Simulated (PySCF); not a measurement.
## Electronic structure of C6H12N2Si2 in real space

```yaml
atoms:
  - { symbol: C, position_ang: [3.1668, -0.1837, 0.6036] }
  - { symbol: C, position_ang: [3.2903, 0.5423, -0.6108] }
  - { symbol: C, position_ang: [2.0172, 0.7026, -1.1158] }
  - { symbol: N, position_ang: [1.1318, 0.0970, -0.2639] }
  - { symbol: C, position_ang: [-0.3073, 0.1001, -0.4226] }
  - { symbol: C, position_ang: [-1.0460, 1.0693, 0.5176] }
  - { symbol: Si, position_ang: [-2.8944, 0.6792, 0.4107] }
  - { symbol: N, position_ang: [-2.7808, -1.0230, 0.0330] }
  - { symbol: Si, position_ang: [-1.1693, -1.6049, -0.2814] }
  - { symbol: C, position_ang: [1.8245, -0.4412, 0.7894] }
  - { symbol: H, position_ang: [3.9714, -0.4922, 1.2684] }
  - { symbol: H, position_ang: [4.2088, 0.9040, -1.0691] }
  - { symbol: H, position_ang: [1.6650, 1.1978, -2.0189] }
  - { symbol: H, position_ang: [-0.4995, 0.4119, -1.4636] }
  - { symbol: H, position_ang: [-0.7251, 0.8883, 1.5580] }
  - { symbol: H, position_ang: [-0.8018, 2.1191, 0.2874] }
  - { symbol: H, position_ang: [-3.6163, 0.9485, 1.6930] }
  - { symbol: H, position_ang: [-3.5840, 1.4696, -0.6599] }
  - { symbol: H, position_ang: [-3.5909, -1.6324, 0.0169] }
  - { symbol: H, position_ang: [-0.6065, -2.4409, 0.8251] }
  - { symbol: H, position_ang: [-1.0601, -2.3918, -1.5473] }
  - { symbol: H, position_ang: [1.3087, -0.9669, 1.5901] }
```

Geometry: PBE0-D3(BJ)/def2-SVP.

All numbers below come from PBE0/def2-SVPD, SCF density, gas phase (PySCF 2.14.0).

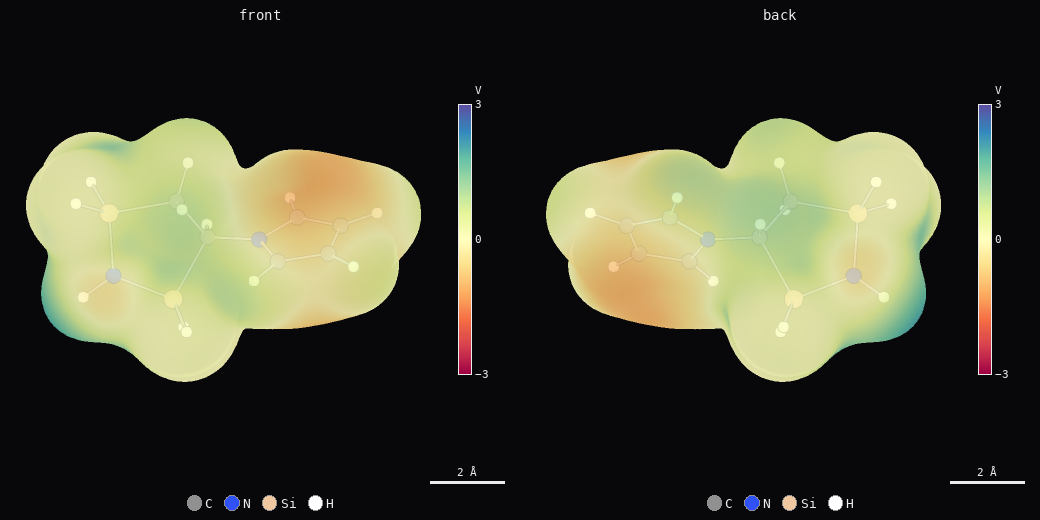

Figure 1. The molecular electrostatic potential painted on the density surface at 0.002 e/bohr³, seen from the front and from behind; the colour scale runs from red (negative) to blue (positive).

Q: Which sites attract a positive test charge, and which a negative one?

A: A positive charge is drawn to the negative regions and a negative charge to the positive ones. The most negative region (about −1.2 V, or −28 kcal/mol for a unit charge) lies over the π face of C1 and C2, the most positive (about +2.0 V, or +46 kcal/mol for a unit charge) over H19.

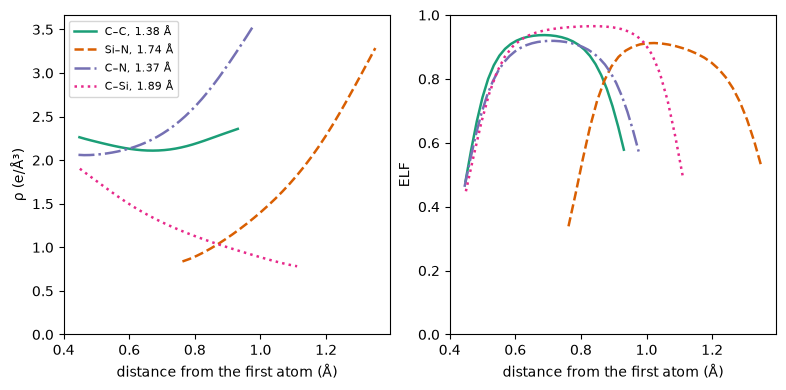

Figure 2. Electron density and ELF along straight lines between neighbouring atoms. The curves leave out the atomic cores.

Q: Compare the contacts.

A: C–C (1.38 Å): the density is about 2.1 e/Å³ at the midpoint; the ELF peaks at about 0.95 between the atoms, as expected for localised, covalent bonding.
Si–N (1.74 Å): ρ is about 1 e/Å³ halfway; the ELF peaks at about 0.90 between the atoms; a polar covalent bond.
C–N (1.37 Å): ρ is about 2.3 e/Å³ halfway; the ELF peaks at about 0.90 between the atoms; localised, covalent bonding.
C–Si (1.89 Å): the density is about 0.95 e/Å³ at the midpoint; the ELF peaks at about 0.95 between the atoms (a covalent bond).
